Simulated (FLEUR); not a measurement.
**How the k mesh moves the magnetism of MnF2**

Two starts of MnF2 are run at each rung of the k mesh. Which rung is enough?

Main program and level: FLEUR MaX-R8.1; PBE with U = 4.9 eV, J = 0.9 eV on Mn d; all-electron FLAPW, Dirac cores, scalar-relativistic bands.

## 1. Starting point

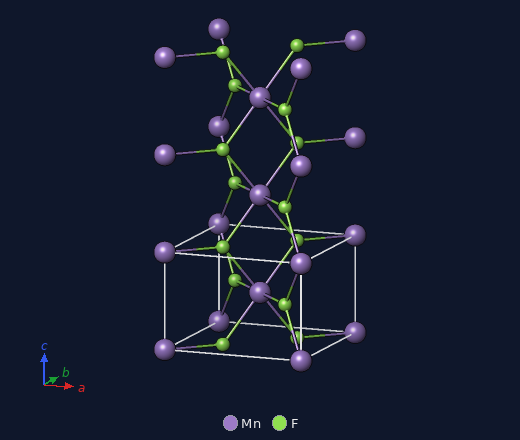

The cell as given, slightly off an axis (manganese light purple, fluorine green). 1×1×3 cells are drawn. Some periodic images of atoms are drawn too.

Coordinates:

```xyz
6
Lattice="4.8738 0.0000 0.0000 0.0000 4.8738 0.0000 0.0000 0.0000 3.3107" Properties=species:S:1:pos:R:3 pbc="T T T"
Mn    0.0000    0.0000    0.0000
Mn    2.4369    2.4369    1.6554
F     1.4880    1.4880    0.0000
F     0.9489    3.9249    1.6554
F     3.3858    3.3858    0.0000
F     3.9249    0.9489    1.6554
```

## 2. Rung 1 (mesh 2×2×2), start ferro ++

The ladder starts at a coarse mesh; cost grows with the number of points.

inpgen writes inp.xml from crystal.txt; cutoffs, mixing, functional, smearing and local orbitals are then set in the file. The k list default-1 (kpts.xml, not shown) is a Γ-centred 2×2×2 mesh; where the ranks do not divide the number of points, some are split in two of half the weight.

File inp.xml:

```
<?xml version="1.0" encoding="UTF-8" standalone="no"?>
<fleurInput fleurInputVersion="0.39">
   <comment>
      MnF2
   </comment>
   <calculationSetup>
      <cutoffs Kmax="4.29" Gmax="12.9" GmaxXC="12.9" numbands="0"/>
      <scfLoop itmax="130" minDistance="0.0001" maxIterBroyd="15" imix="Anderson" alpha="0.05" precondParam="0.0" spinf="2.0" sdNocoIR="T"/>
      <coreElectrons ctail="T" frcor="F" kcrel="0" coretail_lmax="0"/>
      <xcFunctional name="pbe" relativisticCorrections="F"/>
      <magnetism jspins="2"/>
      <soc l_soc="F" theta="0.0" phi="0.0" spav="F"/>
      <expertModes spex="0" secvar="F"/>
      <geometryOptimization l_f="F" forcealpha="1.0" forcemix="BFGS" epsdisp="0.00001" epsforce="0.00001"/>
      <ldaU l_linMix="F" mixParam="0.05" spinf="1.0"/>
   </calculationSetup>
   <cell>
      <bzIntegration valenceElectrons="58.0" mode="hist" fermiSmearingEnergy="0.00293995">
         <kPointListSelection listName="default-1"/>
         <xi:include xmlns:xi="http://www.w3.org/2001/XInclude" href="kpts.xml"> </xi:include>
      </bzIntegration>
      <xi:include xmlns:xi="http://www.w3.org/2001/XInclude" href="sym.xml"> </xi:include>
      <bulkLattice scale="1.0">
         <bravaisMatrix>
            <row-1>    9.2101471860754796     0.0000000000000000     0.0000000000000000</row-1>
            <row-2>    0.0000000000000000     9.2101471860754796     0.0000000000000000</row-2>
            <row-3>    0.0000000000000000     0.0000000000000000     6.2563162807132198</row-3>
         </bravaisMatrix>
      </bulkLattice>
   </cell>
   <atomSpecies>
      <species name="Manganese 4.501" element="Mn" atomicNumber="25">
         <mtSphere radius="2.48" gridPoints="819" logIncrement="0.015"/>
         <atomicCutoffs lmax="10" lnonsphr="8"/>
         <electronConfig flipSpins="F">
            <coreConfig>(1s1/2) (2s1/2) (2p1/2) (2p3/2)</coreConfig>
            <valenceConfig>(3s1/2) (3p1/2) (3p3/2) (4s1/2) (3d3/2) (3d5/2)</valenceConfig>
            <stateOccupation state="(3d3/2)" spinUp="1.7505" spinDown="0.2495"/>
            <stateOccupation state="(3d5/2)" spinUp="3.0" spinDown="0.0"/>
         </electronConfig>
         <energyParameters s="4" p="4" d="3" f="4"/>
         <ldaU l="2" U="4.9" J="0.9" l_amf="F"/>
         <lo type="SCLO" l="0" n="3" eDeriv="0"/>
         <lo type="SCLO" l="1" n="3" eDeriv="0"/>
      </species>
      <species name="Fluorine (F)" element="F" atomicNumber="9">
         <mtSphere radius="1.4" gridPoints="463" logIncrement="0.023"/>
         <atomicCutoffs lmax="6" lnonsphr="4"/>
         <electronConfig flipSpins="F">
            <coreConfig>(1s1/2)</coreConfig>
            <valenceConfig>(2s1/2) (2p1/2) (2p3/2)</valenceConfig>
            <stateOccupation state="(2p1/2)" spinUp="0.833333" spinDown="0.833333"/>
            <stateOccupation state="(2p3/2)" spinUp="1.666667" spinDown="1.666667"/>
         </electronConfig>
         <energyParameters s="2" p="2" d="3" f="4"/>
      </species>
   </atomSpecies>
   <atomGroups>
      <atomGroup species="Manganese 4.501">
         <relPos label="                   1">.0000000000 .0000000000 .0000000000</relPos>
         <relPos label="                   2">1.000/2.000 1.000/2.000 1.000/2.000</relPos>
         <force calculate="T" relaxXYZ="TTT"/>
      </atomGroup>
      <atomGroup species="Fluorine (F)">
         <relPos label="                   3">.3053000000 .3053000000 .0000000000</relPos>
         <relPos label="                   4">.1947000000 -.1947000000 1.000/2.000</relPos>
         <relPos label="                   5">-.3053000000 -.3053000000 .0000000000</relPos>
         <relPos label="                   6">-.1947000000 .1947000000 1.000/2.000</relPos>
         <force calculate="T" relaxXYZ="TTT"/>
      </atomGroup>
   </atomGroups>
   <output dos="F" band="F" slice="F">
      <bandDOS minEnergy="-.5*Htr" maxEnergy="0.5*Htr" sigma="0.015" storeEVData="T"/>
      <plotting iplot="0" polar="F">
         <plot TwoD="T" vec1="  1.0  0.0  0.0" vec2="  0.0  1.0  0.0" vec3="  0.0  0.0  1.0" zero="  0.0  0.0  0.0" file="plot"/>
      </plotting>
      <moessbauerParams electricFieldGradient="F" isomerShift="F" coreHyperfine="F" valenceHyperfine="F"/>
   </output>
</fleurInput>
```

File crystal.txt:

```
MnF2
&input film=F cartesian=F /
4.87380000000  0.00000000000  0.00000000000
0.00000000000  4.87380000000  0.00000000000
0.00000000000  0.00000000000  3.31070000000
1.8897261246
1.0 1.0 1.0

6
25 0.00000000000  0.00000000000  0.00000000000 : 4.501
25 0.50000000000  0.50000000000  0.50000000000 : 4.501
9 0.30530000000  0.30530000000  0.00000000000
9 0.19470000000  0.80530000000  0.50000000000
9 0.69470000000  0.69470000000  0.00000000000
9 0.80530000000  0.19470000000  0.50000000000

&kpt div1=2 div2=2 div3=2 gamma=T /
```

Command:

```console
OMP_NUM_THREADS=1 inpgen -f crystal.txt > inpgen.log  # inp.xml is then edited as shown
OMP_NUM_THREADS=1 mpirun -n 2 fleur_MPI > fleur.log
```

The program printed:

```text
Welcome to FLEUR        (www.flapw.de)
      MaX-Release 8.1          (www.max-centre.eu)

 ========== k-point set info ==========
 Selected k-point list: default-1
 k-point list type: mesh
 2 x 2 x 2
 Number of k points: 6

 ------------Calculation Setup---------------------------
 Number of MPI-tasks      :            2
 Number of PE/node        :            2
 Number of OMP-threads    :            1
 k-points in parallel     :            2
 pe's per k-point         :            1
 No of k-point loops      :            3
 Eigenvalue solver        :       lapack
 Number of basis functions:          757
 Approximate size of matrices (H+S) per k-point:         0.009 GB
 --------------------------------------------------------
 no density matrix found ... skipping LDA+U
 Reset of history
 Iteration:     1   Distance:      14.55824436 me/bohr^3
 Iteration:     2   Distance:      13.30051528 me/bohr^3
 Iteration:     3   Distance:      11.81569221 me/bohr^3
 Iteration:     4   Distance:       6.78814379 me/bohr^3
 Iteration:     5   Distance:       2.89780948 me/bohr^3
 Iteration:     6   Distance:       1.67978024 me/bohr^3
 Iteration:     7   Distance:       0.43772168 me/bohr^3
 Iteration:     8   Distance:       0.55513488 me/bohr^3
 Iteration:     9   Distance:       0.06961486 me/bohr^3
 Iteration:    10   Distance:       0.06086688 me/bohr^3
 Iteration:    11   Distance:       0.01262099 me/bohr^3
 Iteration:    12   Distance:       0.01121346 me/bohr^3
 Iteration:    13   Distance:       0.00211476 me/bohr^3
 Iteration:    14   Distance:       0.00045346 me/bohr^3
 Iteration:    15   Distance:       0.00026102 me/bohr^3
 Iteration:    16   Distance:       0.00006594 me/bohr^3

 ********************************************************************
 Run finished successfully
 Stop message:
   all done
 ********************************************************************

--- out.xml (last complete iteration) ---
<iteration numberForCurrentRun="   16" overallNumber="   16">
         [... left out ...]
         <bandgap value="2.5681805069" units="eV"/>
         <sumValenceSingleParticleEnergies value="-36.7293052469" units="Htr"/>
         <FermiEnergy value="0.1148797839" units="Htr"/>
         <valenceDensity>
            <mtCharges spin="1">
               <mtCharge atomType="1" total="9.2186121" s="1.1189414" p="3.1443797" d="4.8920264" f="0.0410719"/>
               <mtCharge atomType="2" total="2.8634849" s="0.8093644" p="2.0514646" d="0.0022619" f="0.0003259"/>
            </mtCharges>
            <mtCharges spin="2">
               <mtCharge atomType="1" total="4.4776298" s="1.0916193" p="3.1232386" d="0.2002687" f="0.0403240"/>
               <mtCharge atomType="2" total="2.8031400" s="0.8028864" p="1.9998898" d="0.0002938" f="0.0000520"/>
            </mtCharges>
            <spinDependentCharge spin="1" total="34.0000000" interstitial="4.1088360" mtSpheres="29.8911640"/>
            <spinDependentCharge spin="2" total="24.0000000" interstitial="3.8321805" mtSpheres="20.1678195"/>
            <totalCharge value="58.0000000000"/>
         </valenceDensity>
         [... left out ...]
         <magneticMomentsInMTSpheres units="muBohr">
            <globalMagMoment atomType="1" vec="0.00000   0.00000   4.74098"/>
            <localMagMoment atomType="1" vec="0.00000   0.00000   4.74098"/>
            <globalMagMoment atomType="2" vec="0.00000   0.00000   0.06034"/>
            <localMagMoment atomType="2" vec="0.00000   0.00000   0.06034"/>
         </magneticMomentsInMTSpheres>
         [... left out ...]
         <totalEnergy value="    -2716.9300625018" units="Htr">
            <sumOfEigenvalues value="    -1551.6781434848">
               <coreElectrons value="-1514.9488382379"/>
               <valenceElectrons value="-36.7293052469"/>
            </sumOfEigenvalues>
            <densityCoulombPotentialIntegral value="-4106.9321913894"/>
            <densityEffectivePotentialIntegral value="-4296.6035927112"/>
            <chargeDenXCDenIntegral value="-146.5131940804"/>
            <FockExchangeEnergyValence value="0.0000000000"/>
            <FockExchangeEnergyCore value="0.0000000000"/>
         [... left out ...]
            <dftUCorrection value="-0.7057577648"/>
            <tkbTimesEntropy value="0.0000000000"/>
            <freeEnergy value="-2716.9300625018"/>
            <extrapolationTo0K value="-2716.9300625018"/>
         </totalEnergy>
         [... left out ...]
         <ldaUDensityMatrixConvergence>
            <distance spin="1" distance="0.000000"/>
            <distance spin="2" distance="0.000000"/>
         </ldaUDensityMatrixConvergence>
         <densityConvergence units="me/bohr^3">
            <chargeDensity spin="1" distance="0.0000328581"/>
            <chargeDensity spin="2" distance="0.0000454259"/>
            <overallChargeDensity distance="0.0000659416"/>
            <spinDensity distance="0.0000440233"/>
         </densityConvergence>
      </iteration>
```

The job ended after 52 s (2 MPI ranks of Arm Neoverse N1, shared host; peak memory 0.18 GiB).

Spin moment in the muffin-tin sphere by atom:

| atom | spin moment in the muffin-tin sphere (μB) |
| --- | --- |
| Mn1 | 4.74 |
| Mn2 | 4.74 |
| F3 | 0.06 |
| F4 | 0.06 |
| F5 | 0.06 |
| F6 | 0.06 |

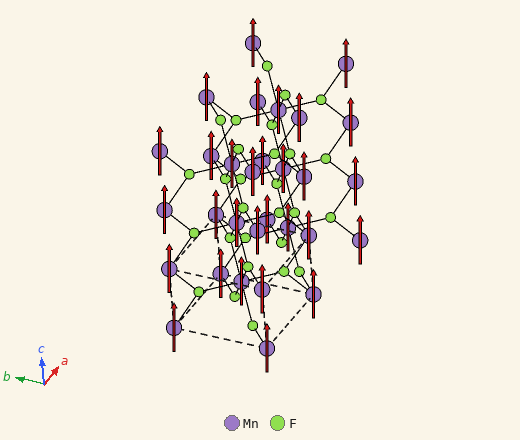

Spin moment in the muffin-tin sphere as arrows, the longest 4.74 μB. Up and down stand for the sign. Arrows give size and sign along the axis of quantisation, drawn up and down the page. 2×1×3 cells are drawn. Some periodic images of atoms are drawn too.

Read from the output:

- free energy: -73931.4333 eV
- program's band gap on this mesh (in a metal only a level spacing): 2.568 eV
- magnetization: 10 μB
- final state: ferromagnetic

After 16 cycles the largest moment stands at 4.74 μB.

## 3. Rung 1 (mesh 2×2×2), start antiferro +-

The second start gives the energy difference between the two end states, the quantity that is followed up the ladder.

Changes to inp.xml since step 2:

```diff
@@ -45,2 +45,16 @@
       </species>
+      <species name="Manganese -4.501" element="Mn" atomicNumber="25">
+         <mtSphere radius="2.48" gridPoints="819" logIncrement="0.015"/>
+         <atomicCutoffs lmax="10" lnonsphr="8"/>
+         <electronConfig flipSpins="F">
+            <coreConfig>(1s1/2) (2s1/2) (2p1/2) (2p3/2)</coreConfig>
+            <valenceConfig>(3s1/2) (3p1/2) (3p3/2) (4s1/2) (3d3/2) (3d5/2)</valenceConfig>
+            <stateOccupation state="(3d3/2)" spinUp="0.2495" spinDown="1.7505"/>
+            <stateOccupation state="(3d5/2)" spinUp="0.0" spinDown="3.0"/>
+         </electronConfig>
+         <energyParameters s="4" p="4" d="3" f="4"/>
+         <ldaU l="2" U="4.9" J="0.9" l_amf="F"/>
+         <lo type="SCLO" l="0" n="3" eDeriv="0"/>
+         <lo type="SCLO" l="1" n="3" eDeriv="0"/>
+      </species>
       <species name="Fluorine (F)" element="F" atomicNumber="9">
@@ -60,2 +74,5 @@
          <relPos label="                   1">.0000000000 .0000000000 .0000000000</relPos>
+         <force calculate="T" relaxXYZ="TTT"/>
+      </atomGroup>
+      <atomGroup species="Manganese -4.501">
          <relPos label="                   2">1.000/2.000 1.000/2.000 1.000/2.000</relPos>
@@ -65,4 +82,7 @@
          <relPos label="                   3">.3053000000 .3053000000 .0000000000</relPos>
+         <relPos label="                   5">-.3053000000 -.3053000000 .0000000000</relPos>
+         <force calculate="T" relaxXYZ="TTT"/>
+      </atomGroup>
+      <atomGroup species="Fluorine (F)">
          <relPos label="                   4">.1947000000 -.1947000000 1.000/2.000</relPos>
-         <relPos label="                   5">-.3053000000 -.3053000000 .0000000000</relPos>
          <relPos label="                   6">-.1947000000 .1947000000 1.000/2.000</relPos>
```

Changes to crystal.txt since step 2:

```diff
@@ -10,3 +10,3 @@
 25 0.00000000000  0.00000000000  0.00000000000 : 4.501
-25 0.50000000000  0.50000000000  0.50000000000 : 4.501
+25 0.50000000000  0.50000000000  0.50000000000 : -4.501
 9 0.30530000000  0.30530000000  0.00000000000
```

The program printed:

```text
[banner, memory and clock lines left out]
Welcome to FLEUR        (www.flapw.de)
      MaX-Release 8.1          (www.max-centre.eu)

 ========== k-point set info ==========
 Selected k-point list: default-1
 k-point list type: mesh
 2 x 2 x 2
 Number of k points: 6

 [... set-up left out ...]
 no density matrix found ... skipping LDA+U
 Reset of history
 Iteration:     1   Distance:      14.43813542 me/bohr^3
 Iteration:     2   Distance:      13.27962815 me/bohr^3
 Iteration:     3   Distance:      11.79711475 me/bohr^3
 Iteration:     4   Distance:       6.78659273 me/bohr^3
 Iteration:     5   Distance:       3.03461208 me/bohr^3
 Iteration:     6   Distance:       1.66868824 me/bohr^3
 Iteration:     7   Distance:       0.45486643 me/bohr^3
 Iteration:     8   Distance:       0.48858386 me/bohr^3
[... lines left out ...]
 Iteration:    13   Distance:       0.00325948 me/bohr^3
 Iteration:    14   Distance:       0.00101201 me/bohr^3
 Iteration:    15   Distance:       0.00110420 me/bohr^3
 Iteration:    16   Distance:       0.00015362 me/bohr^3
 Iteration:    17   Distance:       0.00014436 me/bohr^3
 Iteration:    18   Distance:       0.00006610 me/bohr^3

 ********************************************************************
 Run finished successfully
 Stop message:
   all done
 ********************************************************************

--- out.xml (last complete iteration) ---
<iteration numberForCurrentRun="   18" overallNumber="   18">
         [... left out ...]
         <bandgap value="3.6863308798" units="eV"/>
         <sumValenceSingleParticleEnergies value="-36.7286940115" units="Htr"/>
         <FermiEnergy value="0.0899781691" units="Htr"/>
         [... left out ...]
         <magneticMomentsInMTSpheres units="muBohr">
            <globalMagMoment atomType="1" vec="0.00000   0.00000   4.71899"/>
            <globalMagMoment atomType="2" vec="0.00000   0.00000  -4.71891"/>
            <globalMagMoment atomType="3" vec="0.00000   0.00000  -0.02086"/>
            <globalMagMoment atomType="4" vec="0.00000   0.00000   0.02062"/>
         </magneticMomentsInMTSpheres>
         [... left out ...]
         <totalEnergy value="    -2716.9315098305" units="Htr">
            <sumOfEigenvalues value="    -1551.6767418656">
               <coreElectrons value="-1514.9480478541"/>
               <valenceElectrons value="-36.7286940115"/>
            </sumOfEigenvalues>
         [... left out ...]
            <freeEnergy value="-2716.9315098305"/>
            <extrapolationTo0K value="-2716.9315098305"/>
         </totalEnergy>
         [... left out ...]
         <ldaUDensityMatrixConvergence>
            <distance spin="1" distance="0.000001"/>
            <distance spin="2" distance="0.000001"/>
         </ldaUDensityMatrixConvergence>
         <densityConvergence units="me/bohr^3">
            <chargeDensity spin="1" distance="0.0000483124"/>
            <chargeDensity spin="2" distance="0.0000439377"/>
            <overallChargeDensity distance="0.0000660980"/>
            <spinDensity distance="0.0000645002"/>
         </densityConvergence>
      </iteration>
```

The job ended after 71 s (2 MPI ranks; peak memory 0.22 GiB).

Spin moment in the muffin-tin sphere by atom:

| atom | spin moment in the muffin-tin sphere (μB) |
| --- | --- |
| Mn1 | 4.72 |
| Mn2 | -4.72 |
| F3 | -0.02 |
| F4 | 0.02 |
| F5 | -0.02 |
| F6 | 0.02 |

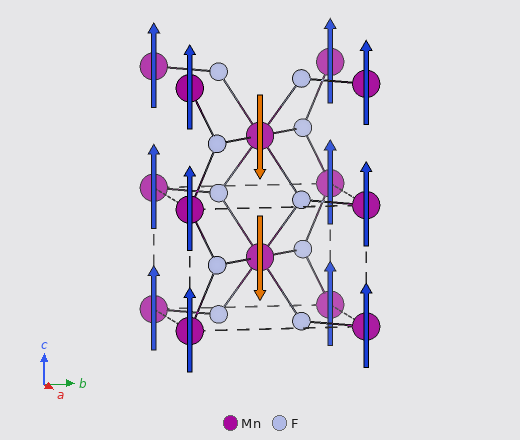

Spin moment in the muffin-tin sphere as arrows, the longest 4.72 μB. Up and down stand for the sign. Arrows give size and sign along the axis of quantisation, drawn up and down the page. The two directions have two colours. 1×1×2 cells are drawn. Some periodic images of atoms are drawn too.

Numbers from this step:

| Property | Result |
| --- | --- |
| free energy | -73931.4727 eV |
| program's band gap on this mesh (in a metal only a level spacing) | 3.686 eV |
| magnetization | 0 μB |
| final state | antiferromagnetic |

This start lies -19.7 meV a seeded atom from the first; its largest moment is 4.72 μB.

(Continued in part 2 of 3.)

[Logs and program files are shortened in this print: banners, set-up blocks, solver, clock and traceback lines can be left out without a mark of their own.]

[Logs are printed without paths, hosts, clocks, repeated set-up lines and the standing remarks that a program may print on its own settings, such as how far it seeks lower states.]

[Hosts, paths, dates, database ids (printed as entryN), source tags and the programs' standing remarks are cut or masked in the printed files.]

[Where a cell is said to come from a database of computed structures, the database is the Materials Project.]
